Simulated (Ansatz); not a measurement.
CH$_{5}$OSi: several calculations on one system

**1. Relaxation**

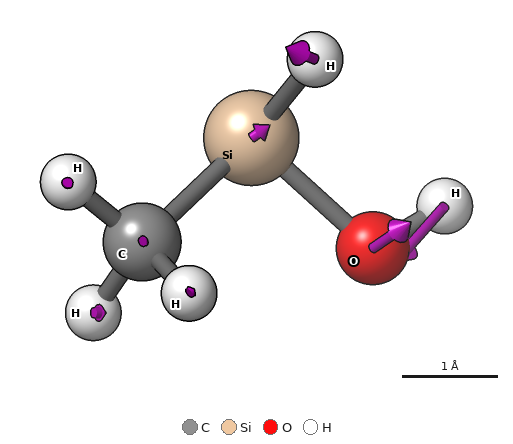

This is a relaxation of CH5OSi (charge −1). The starting structure is drawn; purple arrows show the displacements, 2 times their true length. The two geometries are superimposed by the best rigid fit.

A ball-and-stick model, seen at a tilt.

The run prepares an end point of a later path (torsion) calculation, from a guessed geometry.

All numbers below come from RKS BHLYP/def2-SVP in Ansatz.

Input
```yaml
crystal:
  periodic: [false, false, false]
  atoms:
    - { symbol: C, position_ang: [-0.58103, 0.81958, -0.48634] }
    - { symbol: Si, position_ang: [0.8817, -0.39406, -0.27911] }
    - { symbol: O, position_ang: [0.05038, -1.67075, 0.58434] }
    - { symbol: H, position_ang: [-1.28534, 0.46186, -1.24265] }
    - { symbol: H, position_ang: [-0.19543, 1.78085, -0.84509] }
    - { symbol: H, position_ang: [-1.15965, 1.01514, 0.42558] }
    - { symbol: H, position_ang: [1.60407, 0.27355, 0.90613] }
    - { symbol: H, position_ang: [0.68531, -2.28616, 0.93714] }
total_charge: -1
basis:
  gaussian: { orbitals: def2-SVP }
hamiltonian:
  xc: { name: BHLYP }
relax:
  f_tol: 0.015
  max_steps: 40
```

Launched with:
```bash
ansatz run input.yaml --threads 1 --pin off --max-ram 2048MiB --backend cpu --events-out ev --progress --plain --runs-dir out
```

### What did the optimiser do to the structure, and how much energy did it gain?

H8 moves most after the best rigid fit: 0.50 Å. By element the largest moves are H 0.50 Å, O 0.35 Å, Si 0.13 Å, C 0.04 Å. Near-neighbour distances that change, for instance: C1–Si2 1.912 → 1.960 Å, Si2–H7 1.540 → 1.553 Å, Si2–O3 1.751 → 1.762 Å, C1–H4 1.094 → 1.099 Å. Among the angles between lasting bonds that change: C1–Si2–H7 99.6° → 93.5°, Si2–O3–H8 109.7° → 106.3°, Si2–C1–H6 115.2° → 112.5°. Groups turn about Si2–O3 by about 65°. The energy falls by 3.24 kcal/mol in 8 accepted moves (11 points after the start). Largest force component: 0.79 eV/Å at the start, 0.011 eV/Å at the end. The line search rejected the trial steps at points 4, 8, 10 of the run. The run took 28 s on 1 thread of Arm Neoverse V1 (shared host), peak memory 0.14 GiB.

Limits of the set-up: the basis has no diffuse functions, which an anion needs.

**2. Relaxation**

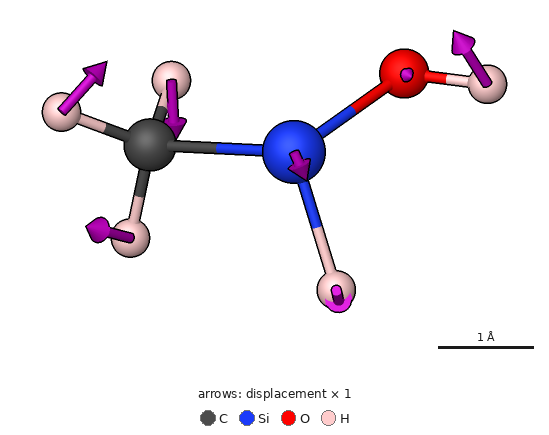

A relaxation of CH5OSi (charge −1). The starting structure is drawn; purple arrows show the displacements, at their true length. The two geometries are superimposed by the best rigid fit.

A ball-and-stick model, seen at a tilt.

The run prepares an end point of a later path (torsion) calculation, from a guessed geometry.

These are results of RKS BHLYP/def2-SVP in Ansatz 0.2.0, not measurements.

Input file:
```yaml
crystal:
  periodic: [false, false, false]
  atoms:
    - { symbol: C, position_ang: [-0.58103, 0.81958, -0.48634] }
    - { symbol: Si, position_ang: [0.8817, -0.39406, -0.27911] }
    - { symbol: O, position_ang: [2.12308, 0.5424, -1.08447] }
    - { symbol: H, position_ang: [-1.28534, 0.46186, -1.24265] }
    - { symbol: H, position_ang: [-0.19543, 1.78085, -0.84509] }
    - { symbol: H, position_ang: [-1.15965, 1.01514, 0.42558] }
    - { symbol: H, position_ang: [0.55309, -1.38837, -1.40856] }
    - { symbol: H, position_ang: [2.88766, -0.00337, -1.23899] }
total_charge: -1
basis:
  gaussian: { orbitals: def2-SVP }
hamiltonian:
  xc: { name: BHLYP }
relax:
  f_tol: 0.015
  max_steps: 40
output:
  orbitals: {}
```

Command:
```bash
ansatz run input.yaml --threads 1 --pin off --max-ram 2048MiB --backend cpu --events-out ev --progress --plain --runs-dir out
```

Which element moves most?

Hydrogen: up to 0.81 Å, against 0.36 Å for silicon.

What happened in the run?

The largest move after the best rigid fit is that of H8, 0.81 Å. By element the largest moves are H 0.81 Å, Si 0.36 Å, O 0.14 Å, C 0.07 Å. Some distances before and after: C1–Si2 1.912 → 1.961 Å, Si2–H7 1.540 → 1.553 Å, Si2–O3 1.751 → 1.763 Å, C1–H4 1.094 → 1.100 Å. Among the angles between lasting bonds that change: C1–Si2–H7 99.6° → 93.6°, Si2–C1–H5 108.8° → 112.5°, Si2–O3–H8 109.7° → 106.2°. Groups turn about Si2–O3 by about 65°, C1–Si2 by about 55°. The energy falls by 0.236 eV in 14 accepted moves (17 points after the start). The largest force component goes from 1.1 to 0.001 eV/Å. The line search rejected the trial steps at points 7, 10, 14 of the run.

Limits of the set-up: the basis has no diffuse functions, which an anion needs.

**3. Path**

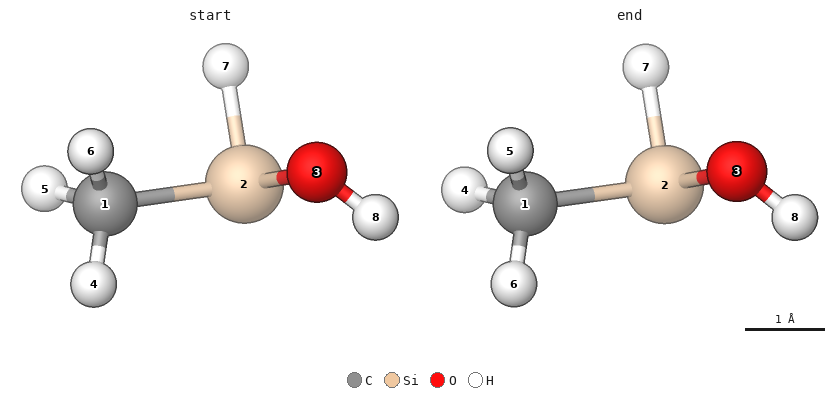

The two relaxed end points of a path for CH5OSi (charge −1). Style: ball-and-stick. Shown from a free direction.

Level of theory: RKS BHLYP/def2-SVP in Ansatz 0.2.0.

Set-up: 7 movable images; climbing image; force threshold 0.03 eV/Å; iteration limit 60.

Start:
```xyz
8

C    -0.5577    0.7846   -0.4868
Si    0.9658   -0.4100   -0.1782
O     0.1828   -1.5709    0.8921
H    -1.2596    0.3714   -1.2250
H    -0.2096    1.7514   -0.8803
H    -1.1285    0.9843    0.4317
H     1.6032    0.5218    0.8890
H     0.4036   -2.4324    0.5575
```

End:
```xyz
8

C    -0.6243    0.7480   -0.4615
Si    0.7371   -0.6617   -0.3923
O     0.3891   -1.2921    1.2167
H    -0.3871    1.4682   -1.2588
H    -0.7001    1.3068    0.4824
H    -1.6216    0.3417   -0.6826
H     1.8803    0.3251   -0.0286
H     0.3266   -2.2359    1.1246
```

Question: Predict the minimum-energy path and its barrier.

Answer: The barrier is about 0.081 eV in both directions, with image 4 at the top; the ends have the same energy. The motion is a rotation about the C1–Si2 bond by about 120°. No bond forms or breaks between the ends. Bond angles that change up to the highest image, for instance: Si2–C1–H6 112.5° → 107.2°, Si2–C1–H5 110.2° → 114.7°. The band converged in 18 iterations. The largest component of the band force went from 380 to 0.015 eV/Å. The climbing image converged on the top of the path. Its vibrational analysis gives one imaginary mode (184i cm⁻¹), as a transition state must have.

Energies of the converged images:

| image | path (Å) | E (eV) |
| --- | --- | --- |
| 0 | 0.00 | 0.000 |
| 1 | 0.37 | 0.012 |
| 2 | 0.75 | 0.042 |
| 3 | 1.12 | 0.070 |
| 4 | 1.50 | 0.081 |
| 5 | 1.89 | 0.069 |
| 6 | 2.28 | 0.041 |
| 7 | 2.67 | 0.012 |
| 8 | 3.06 | 0.000 |

The geometry at the top of the path:

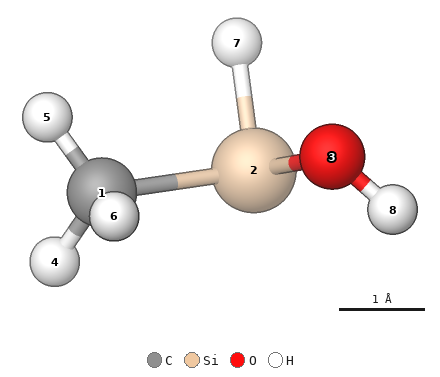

Limits of the set-up: the basis has no diffuse functions, which an anion needs.
